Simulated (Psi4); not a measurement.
## Run report: SiH₂F, frequency calculation (part 2 of 2)

Continued. System: SiH₂F, multiplicity 2. Method: HF/6-31G**, UHF (Psi4 1.11). The geometry was optimised with hf/6-31G**.

Geometry of the input (Å):
```
F  1.1997  0.6402  -0.4262
Si -0.1101  -0.2600  -0.2500
H  -1.2962  0.6189  -0.2525
H  -0.0124  -0.9992  1.0241
```

Log, continued:
```
    Nuclear Repulsion Energy =             55.7596253686430359
    One-Electron Energy =                -652.5576048688994888
    Two-Electron Energy =                 207.2721956246244304
    Total Energy =                       -389.5257838756320439

  UHF NO Occupations:
  HONO-2 :   11  A 1.9999039
  HONO-1 :   12  A 1.9990951
  HONO-0 :   13  A 1.0000000
  LUNO+0 :   14  A 0.0009049
  LUNO+1 :   15  A 0.0000961
  LUNO+2 :   16  A 0.0000539
  LUNO+3 :   17  A 0.0000127

Computation Completed

Properties will be evaluated at   0.000000,   0.000000,   0.000000 [a0]

Properties computed using the SCF density matrix

 Multipole Moments:

 ------------------------------------------------------------------------------------
     Multipole            Electronic (a.u.)      Nuclear  (a.u.)        Total (a.u.)
 ------------------------------------------------------------------------------------

 L = 1.  Multiply by 2.5417464519 to convert [e a0] to [Debye]
 Dipole X            :          2.2295711           -2.7189753           -0.4894042
 Dipole Y            :          0.6688920           -1.0538042           -0.3849123
 Dipole Z            :         -1.3942606            1.3985325            0.0042719
 Magnitude           :                                                    0.6226494

 ------------------------------------------------------------------------------------

	total time  =          0 seconds =       0.00 minutes

         ------------------------------------------------------------
                                   SCF HESS
         ------------------------------------------------------------

  ==> Geometry <==

    Molecular point group: c1
    Full point group: C1

    Geometry (in Angstrom), charge = 0, multiplicity = 2:

       Center              X                  Y                   Z               Mass
    ------------   -----------------  -----------------  -----------------  -----------------
         F            0.824263888846     0.548196232326    -0.134045859660    18.998403162730
         SI          -0.485542111154    -0.351938767674     0.042181140340    27.976926534650
         H           -1.671695111154     0.526928232326     0.039668140340     1.007825032230
         H           -0.387910111154    -1.091200767674     1.316280140340     1.007825032230

  Nuclear repulsion =   55.759625368643036

  ==> Basis Set <==

  Basis Set: 6-31G**
    Blend: 6-31G**
    Number of shells: 20
    Number of basis functions: 44
    Number of Cartesian functions: 44
    Spherical Harmonics?: false
    Max angular momentum: 2

  ==> DFJKGrad: Density-Fitted SCF Gradients <==

    Gradient:                    2
    J tasked:                  Yes
    K tasked:                  Yes
    wK tasked:                  No
    Integrals threads:           1
    Memory [MiB]:             1144
    Schwarz Cutoff:          1E-12
    Fitting Condition:       1E-10

   => Auxiliary Basis Set <=

  Basis Set: (6-31G** AUX)
    Blend: CC-PVDZ-JKFIT
    Number of shells: 78
    Number of basis functions: 261
    Number of Cartesian functions: 261
    Spherical Harmonics?: false
    Max angular momentum: 3

  DFHelper Memory: AOs need 0.005 GiB; user supplied 1.341 GiB.
  SCF_SUBTYPE=INCORE selected. In-core MEM_DF algorithm will be used.
  Using in-core AOs.

  ==> MemDFJK: Density-Fitted J/K Matrices <==

    J tasked:                   Yes
    K tasked:                   Yes
    wK tasked:                   No
    Memory [MiB]:              1373
    Algorithm:                 Core
    Schwarz Cutoff:           1E-12
    Mask sparsity (%):       0.1033
    Fitting Condition:        1E-10

   => Auxiliary Basis Set <=

  Basis Set: (6-31G** AUX)
    Blend: CC-PVDZ-JKFIT
    Number of shells: 78
    Number of basis functions: 261
    Number of Cartesian functions: 261
    Spherical Harmonics?: false
    Max angular momentum: 3

   ==> Coupled-Perturbed UHF Solver <==

    Maxiter             =         100
    Convergence         =   1.000E-06
    Number of equations =          24
   -----------------------------------------------------
     Iter   Residual RMS      Max RMS  Remain  Time [s]
   -----------------------------------------------------
        1      4.967e-01    7.389e-01      12         0
        2      1.744e-01    2.275e-01      12         0
        3      5.776e-02    7.347e-02      12         0
        4      1.967e-02    2.485e-02      12         0
        5      5.640e-03    7.253e-03      12         0
        6      1.850e-03    3.197e-03      12         0
        7      5.658e-04    9.181e-04      12         0
        8      1.687e-04    2.205e-04      12         0
        9      5.137e-05    7.040e-05      12         0
       10      1.547e-05    2.278e-05      12         0
       11      4.836e-06    7.045e-06      12         0
       12      1.431e-06    2.173e-06      11         0
       13      4.804e-07    5.842e-07       0         0
  ## Total Hessian (Symmetry 0) ##
  Irrep: 1 Size: 12 x 12

                 1                   2                   3                   4                   5

    1     0.26823324680821     0.16534100343557    -0.03443783173588    -0.25511651443618    -0.15228469406743
    2     0.16534100343557     0.13383135866845    -0.02906682393528    -0.16307341840959    -0.14369432714292
    3    -0.03443783173588    -0.02906682393528     0.02337449720880     0.01598359383058     0.01369306400439
    4    -0.25511651443618    -0.16307341840959     0.01598359383058     0.41365986730522     0.06706840190887
    5    -0.15228469406743    -0.14369432714292     0.01369306400439     0.06706840190887     0.30675460845433
    6     0.02965854994471     0.02454243731055    -0.03239561921876    -0.01009851668486    -0.08307146414048
    7    -0.01387664540677     0.00656925728254     0.00358855359168    -0.12945132154953     0.07589203073300
    8    -0.01040785847087     0.01173897960234     0.00176317635207     0.09163605452631    -0.09875933317305
    9     0.00126445738903     0.00216772307391     0.00502134882393     0.00947770172153    -0.01076284106165
   10     0.00075991260793    -0.00883684267826     0.01486568436826    -0.02909203082884     0.00932426181513
   11    -0.00264845242302    -0.00187601212327     0.01361058376575     0.00436896320582    -0.06430094711043
   12     0.00351482388551     0.00235666318282     0.00399977329237    -0.01536277839251     0.08014124160026

                 6                   7                   8                   9                  10

    1     0.02965854994471    -0.01387664540677    -0.01040785847087     0.00126445738903     0.00075991260793
    2     0.02454243731055     0.00656925728254     0.01173897960234     0.00216772307391    -0.00883684267826
    3    -0.03239561921876     0.00358855359168     0.00176317635207     0.00502134882393     0.01486568436826
    4    -0.01009851668486    -0.12945132154953     0.09163605452631     0.00947770172153    -0.02909203082884
    5    -0.08307146414048     0.07589203073300    -0.09875933317305    -0.01076284106165     0.00932426181513
    6     0.22394457633190    -0.00431187031655     0.00286700618833    -0.02836520185405    -0.01524816304498
    7    -0.00431187031655     0.14145644479687    -0.08558855971818     0.00021407162059     0.00187152206167
    8     0.00286700618833    -0.08558855971818     0.08699564129495    -0.00447691763053     0.00436036370036
    9    -0.02836520185405     0.00021407162059    -0.00447691763053     0.01794525519068    -0.01095623075280
   10    -0.01524816304498     0.00187152206167     0.00436036370036    -0.01095623075280     0.02646059617447
   11     0.05566202069434     0.00312727201649     0.00002471209090     0.01307203561502    -0.00484778284048
   12    -0.16318375528084     0.00050924516657    -0.00015326495718     0.00539859784732     0.01133870942107

                11                  12

    1    -0.00264845242302     0.00351482388551
    2    -0.00187601212327     0.00235666318282
    3     0.01361058376575     0.00399977329237
    4     0.00436896320582    -0.01536277839251
    5    -0.06430094711043     0.08014124160026
    6     0.05566202069434    -0.16318375528084
    7     0.00312727201649     0.00050924516657
    8     0.00002471209090    -0.00015326495718
    9     0.01307203561502     0.00539859784732
   10    -0.00484778284048     0.01133870942107
   11     0.06615224731599    -0.08234464005961
   12    -0.08234464005961     0.15378538406241

	total time  =          3 seconds =       0.05 minutes

  ==> Harmonic Vibrational Analysis <==

  non-mass-weighted Hessian:       Symmetric? True   Hermitian? True   Lin Dep Dim?  0 (0)
  projection of translations (True) and rotations (True) removed 6 degrees of freedom (6)
  total projector:                 Symmetric? True   Hermitian? True   Lin Dep Dim?  6 (6)
  mass-weighted Hessian:           Symmetric? True   Hermitian? True   Lin Dep Dim?  0 (0)
  pre-proj  low-frequency mode:    0.0000i [cm^-1]
  pre-proj  low-frequency mode:    0.0027  [cm^-1]
  pre-proj  low-frequency mode:    0.0040  [cm^-1]
  pre-proj  low-frequency mode:    7.7551  [cm^-1]
  pre-proj  low-frequency mode:    9.6023  [cm^-1]
  pre-proj  low-frequency mode:   16.9241  [cm^-1]
  pre-proj  all modes:['0.0038i' '0.0027' '0.0040' '7.7551' '9.6023' '16.9241' '773.3769'
 '885.3543' '950.9970' '1021.2811' '2342.8150' '2363.4565']
  projected mass-weighted Hessian: Symmetric? True   Hermitian? True   Lin Dep Dim?  6 (6)
  post-proj low-frequency mode:    0.0000i [cm^-1] (TR)
  post-proj low-frequency mode:    0.0000i [cm^-1] (TR)
  post-proj low-frequency mode:    0.0000i [cm^-1] (TR)
  post-proj low-frequency mode:    0.0000  [cm^-1] (TR)
  post-proj low-frequency mode:    0.0000  [cm^-1] (TR)
  post-proj low-frequency mode:    0.0000  [cm^-1] (TR)
  post-proj  all modes:['0.0000i' '0.0000i' '0.0000i' '0.0000' '0.0000' '0.0000' '773.3769'
 '885.3543' '950.9970' '1021.2811' '2342.8150' '2363.4564']

  Vibration                       7                   8                   9
  Freq [cm^-1]                 773.3769            885.3543            950.9970
  Irrep                           A                   A                   A
  Reduced mass [u]              1.1457              1.3400              4.3902
  Force const [mDyne/A]         0.4038              0.6189              2.3394
  Turning point v=0 [a0]        0.3686              0.3186              0.1698
  RMS dev v=0 [a0 u^1/2]        0.2790              0.2608              0.2516
  Char temp [K]               1112.7172           1273.8277           1368.2729
  ----------------------------------------------------------------------------------
      1   F                0.03 -0.04  0.03   -0.10 -0.04  0.04    0.25  0.19 -0.01
      2   SI              -0.03  0.03 -0.03    0.04 -0.01 -0.05   -0.18 -0.16 -0.03
      3   H               -0.45 -0.53  0.08    0.41  0.52  0.21    0.17  0.34  0.52
      4   H                0.62  0.32  0.09    0.43  0.50  0.23    0.02  0.53  0.38

  Vibration                       10                  11                  12
  Freq [cm^-1]                1021.2811           2342.8150           2363.4564
  Irrep                           A                   A                   A
  Reduced mass [u]              1.1078              1.0286              1.0555
  Force const [mDyne/A]         0.6807              3.3263              3.4737
  Turning point v=0 [a0]        0.3262              0.2235              0.2197
  RMS dev v=0 [a0 u^1/2]        0.2428              0.1603              0.1596
  Char temp [K]               1469.3962           3370.7891           3400.4876
  ----------------------------------------------------------------------------------
      1   F               -0.02 -0.02  0.00    0.00 -0.00 -0.00    0.00 -0.00  0.00
      2   SI               0.04  0.01 -0.03    0.02 -0.00 -0.02   -0.02  0.03 -0.02
      3   H               -0.17 -0.26  0.63   -0.57  0.42 -0.02    0.57 -0.42  0.00
      4   H               -0.61  0.29  0.20    0.05 -0.37  0.60    0.05 -0.35  0.61

  ==> Thermochemistry Components <==

  Entropy, S
    Electronic S                             1.377 [cal/(mol K)]        5.763 [J/(mol K)]       0.00219507 [mEh/K] (multiplicity = 2)
    Translational S                         39.051 [cal/(mol K)]      163.389 [J/(mol K)]       0.06223177 [mEh/K] (mol. weight = 48.9910 [u], P = 101325.00 [Pa])
    Rotational S                            20.774 [cal/(mol K)]       86.917 [J/(mol K)]       0.03310476 [mEh/K] (symmetry no. = 1)
    Vibrational S                            1.394 [cal/(mol K)]        5.833 [J/(mol K)]       0.00222186 [mEh/K]
  Total S                                   62.596 [cal/(mol K)]      261.903 [J/(mol K)]       0.09975345 [mEh/K]
  Correction S                               0.000 [cal/(mol K)]        0.000 [J/(mol K)]       0.00000000 [mEh/K]

  Constant volume heat capacity, Cv
    Electronic Cv                            0.000 [cal/(mol K)]        0.000 [J/(mol K)]       0.00000000 [mEh/K]
    Translational Cv                         2.981 [cal/(mol K)]       12.472 [J/(mol K)]       0.00475022 [mEh/K]
    Rotational Cv                            2.981 [cal/(mol K)]       12.472 [J/(mol K)]       0.00475022 [mEh/K]
    Vibrational Cv                           3.579 [cal/(mol K)]       14.976 [J/(mol K)]       0.00570392 [mEh/K]
  Total Cv                                   9.541 [cal/(mol K)]       39.919 [J/(mol K)]       0.01520435 [mEh/K]
  Correction Cv                              0.000 [cal/(mol K)]        0.000 [J/(mol K)]       0.00000000 [mEh/K]

  Constant pressure heat capacity, Cp
    Electronic Cp                            0.000 [cal/(mol K)]        0.000 [J/(mol K)]       0.00000000 [mEh/K]
    Translational Cp                         4.968 [cal/(mol K)]       20.786 [J/(mol K)]       0.00791703 [mEh/K]
    Rotational Cp                            2.981 [cal/(mol K)]       12.472 [J/(mol K)]       0.00475022 [mEh/K]
    Vibrational Cp                           3.579 [cal/(mol K)]       14.976 [J/(mol K)]       0.00570392 [mEh/K]
  Total Cp                                  11.528 [cal/(mol K)]       48.233 [J/(mol K)]       0.01837116 [mEh/K]
  Correction Cp                              0.000 [cal/(mol K)]        0.000 [J/(mol K)]       0.00000000 [mEh/K]

  ==> Thermochemistry Energy Analysis <==

  Raw electronic energy, E_e
  Total E_e, Electronic energy at well bottom                                          -389.52578388 [Eh]

  Zero-point vibrational energy, ZPVE = Sum_i omega_i / 2,  E_0 = E_e + ZPVE
    Vibrational ZPVE                        11.919 [kcal/mol]       49.868 [kJ/mol]       0.01899372 [Eh]        4168.640 [cm^-1]
  Correction ZPVE to E_e                    11.919 [kcal/mol]       49.868 [kJ/mol]       0.01899372 [Eh]        4168.640 [cm^-1]
  Total E_0, Enthalpy at 0 [K]                                                         -389.50679015 [Eh]
  *** Absolute enthalpy, not an enthalpy of formation ***

  Thermal (internal) energy, E (includes ZPVE and finite-temperature corrections)
    Electronic contrib to E beyond E_e       0.000 [kcal/mol]        0.000 [kJ/mol]       0.00000000 [Eh]
    Translational contrib to E               1.192 [kcal/mol]        4.989 [kJ/mol]       0.00190009 [Eh]
    Rotational contrib to E                  1.192 [kcal/mol]        4.989 [kJ/mol]       0.00190009 [Eh]
    Vibrational contrib to E                12.345 [kcal/mol]       51.651 [kJ/mol]       0.01967272 [Eh]
  Correction E                              14.729 [kcal/mol]       61.628 [kJ/mol]       0.02347290 [Eh]
  Total E, Thermal (internal) energy at  400.00 [K]                                    -389.50231098 [Eh]

  Enthalpy, H_trans = E_trans + k_B * T = E_trans + P * V
    Electronic contrib to H beyond E_e       0.000 [kcal/mol]        0.000 [kJ/mol]       0.00000000 [Eh]
    Translational contrib to H               1.987 [kcal/mol]        8.314 [kJ/mol]       0.00316681 [Eh]
    Rotational contrib to H                  1.192 [kcal/mol]        4.989 [kJ/mol]       0.00190009 [Eh]
    Vibrational contrib to H                12.345 [kcal/mol]       51.651 [kJ/mol]       0.01967272 [Eh]
  Correction H                              15.524 [kcal/mol]       64.954 [kJ/mol]       0.02473962 [Eh]
  Total H, Enthalpy at  400.00 [K]                                                     -389.50104426 [Eh]
  *** Absolute enthalpy, not an enthalpy of formation ***

  Gibbs free energy, G = H - T * S
    Electronic contrib to G beyond E_e      -0.551 [kcal/mol]       -2.305 [kJ/mol]      -0.00087803 [Eh]
    Translational contrib to G             -13.633 [kcal/mol]      -57.041 [kJ/mol]      -0.02172590 [Eh]
    Rotational contrib to G                 -7.117 [kcal/mol]      -29.778 [kJ/mol]      -0.01134182 [Eh]
    Vibrational contrib to G                11.787 [kcal/mol]       49.317 [kJ/mol]       0.01878398 [Eh]
  Correction G                              -9.514 [kcal/mol]      -39.807 [kJ/mol]      -0.01516176 [Eh]
  Total G, Gibbs energy at  400.00 [K]                                                 -389.54094564 [Eh]
  *** Absolute Gibbs energy, not a free energy of formation ***

  Variable Map:
  ----------------------------------------------------------------------------
  "CURRENT ENERGY"               =>    -389.525783875632
  "CURRENT REFERENCE ENERGY"     =>    -389.525783875632
  "DD SOLVATION ENERGY"          =>       0.000000000000
  "ENTHALPY"                     =>    -389.501044255744
  "ENTHALPY CORRECTION"          =>       0.024739619889
  "GIBBS FREE ENERGY"            =>    -389.540945637405
  "GIBBS FREE ENERGY CORRECTION" =>      -0.015161761773
  "HF KINETIC ENERGY"            =>     389.251114051793
  "HF POTENTIAL ENERGY"          =>    -778.776897927425
  "HF TOTAL ENERGY"              =>    -389.525783875632
  "HF VIRIAL RATIO"              =>       2.000705636577
  "NUCLEAR REPULSION ENERGY"     =>      55.759625368643
  "ONE-ELECTRON ENERGY"          =>    -652.557604868899
  "PCM POLARIZATION ENERGY"      =>       0.000000000000
  "PE ENERGY"                    =>       0.000000000000
  "SCF ITERATION ENERGY"         =>    -389.525783875632
  "SCF ITERATIONS"               =>      12.000000000000
  "SCF TOTAL ENERGY"             =>    -389.525783875632
  "THERMAL ENERGY"               =>    -389.502310979940
  "THERMAL ENERGY CORRECTION"    =>       0.023472895692
  "TWO-ELECTRON ENERGY"          =>     207.272195624624
  "ZERO K ENTHALPY"              =>    -389.506790152647
  "ZPVE"                         =>       0.018993722985

  Array Variable Map:
  ----------------------------------------------------------------------------
  "CURRENT DIPOLE"               =>      -0.489404245476 ... 0.004271859132 1 by 3
  "CURRENT GRADIENT"             =>       0.000095008734 ... 0.000001611137 4 by 3
  "CURRENT HESSIAN"              =>       0.268233246808 ... 0.153785384062 12 by 12
  "HF TOTAL GRADIENT"            =>       0.000095008734 ... 0.000001611137 4 by 3
  "HF TOTAL HESSIAN"             =>       0.268233246808 ... 0.153785384062 12 by 12
  "SCF DIPOLE"                   =>      -0.489404245476 ... 0.004271859132 1 by 3
  "SCF TOTAL ENERGIES"           =>    -388.801559963263 ... -389.525783875632 1 by 13
  "SCF TOTAL GRADIENT"           =>       0.000095008734 ... 0.000001611137 4 by 3
  "SCF TOTAL HESSIAN"            =>       0.268233246808 ... 0.153785384062 12 by 12

    Psi4 run time: 0:00:03.92
```

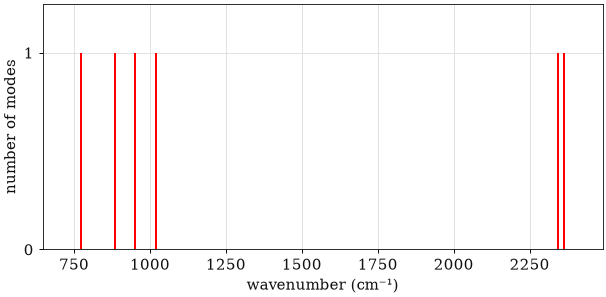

Figure 1. Harmonic vibrational wavenumbers from the force constants; neighbouring modes closer than 7 cm⁻¹ are counted in one stick. 6 modes from 773 to 2363 cm⁻¹, none imaginary.

Summary:

```csv
quantity,value
outcome,converged
total energy,−389.525784 hartree
basis functions,44
⟨S²⟩,0.752
zero-point energy,0.018994 hartree
dipole moment,1.58 D
"wavenumbers, lowest and highest",773 and 2363 cm⁻¹
wall time,5.1 s
peak memory,0.23 GiB
```
